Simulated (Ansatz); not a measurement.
**How basis sets differ on Ge2H6O ((H3Ge)2O)**

Ge2H6O: 9 atoms, total charge 0, spin state singlet. The shape comes from GFN2-xTB, which is rough for such elements, and wasn't checked as a minimum.

```jsonl
{"atom": "Ge", "x (Å)": "1.5338", "y (Å)": "-0.0882", "z (Å)": "0.6688"}
{"atom": "H", "x (Å)": "2.0547", "y (Å)": "-1.0962", "z (Å)": "-0.3158"}
{"atom": "H", "x (Å)": "2.3343", "y (Å)": "1.1759", "z (Å)": "0.6662"}
{"atom": "H", "x (Å)": "1.3965", "y (Å)": "-0.6822", "z (Å)": "2.0397"}
{"atom": "O", "x (Å)": "-0.0555", "y (Å)": "0.4318", "z (Å)": "0.1920"}
{"atom": "Ge", "x (Å)": "-1.5378", "y (Å)": "0.1109", "z (Å)": "-0.6583"}
{"atom": "H", "x (Å)": "-1.2560", "y (Å)": "0.2314", "z (Å)": "-2.1279"}
{"atom": "H", "x (Å)": "-2.0208", "y (Å)": "-1.2678", "z (Å)": "-0.3099"}
{"atom": "H", "x (Å)": "-2.4491", "y (Å)": "1.1843", "z (Å)": "-0.1549"}
```

Each level gives the dipole moment (D). The values are calculated.

| level | kind | program | value (D) | CPU time |
| --- | --- | --- | --- | --- |
| HF/STO-3G | Hartree–Fock | Ansatz | 0.83 | 2.6 s |
| HF/3-21G | Hartree–Fock | Ansatz | 1.12 | 2.7 s |
| HF/cc-pVDZ | Hartree–Fock | Ansatz | 0.88 | 16 s |
| HF/def2-SVP | Hartree–Fock | Ansatz | 0.90 | 13 s |

All-electron rows without a relativistic Hamiltonian named are non-relativistic. The values span 0.83 to 1.12 D. Magnitudes only. Sets without polarisation functions give poor dipoles. CPU times are rough (shared hosts, several kinds of processor and program).

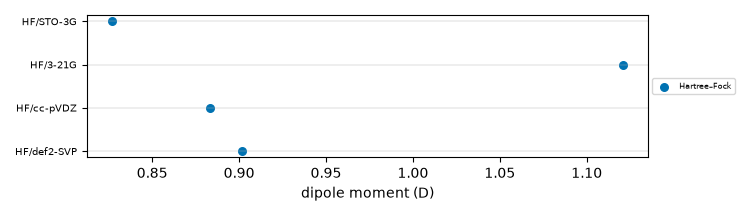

The values of the table, level by level.
